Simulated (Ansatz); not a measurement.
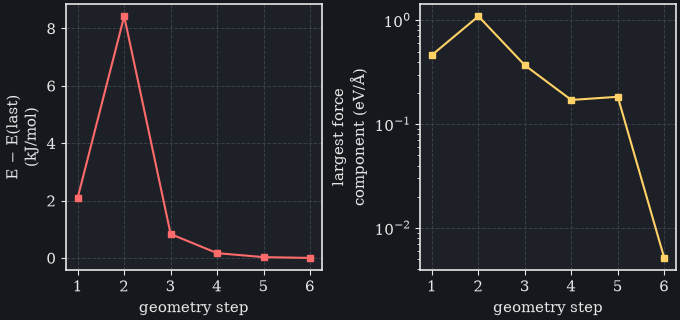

History of a geometry optimisation. AlF2H2N; RKS PBE0-D4/def2-TZVP in Ansatz.

The optimisation met its thresholds at geometry 6, counting the start as the first. The energy fell by about 2.1 kJ/mol from the first step to the last, with a rise at step 2. The largest force component goes from about 0.46 eV/Å at the start to 5 × 10⁻³ eV/Å at the end, with a peak of 1.1 eV/Å at step 2.
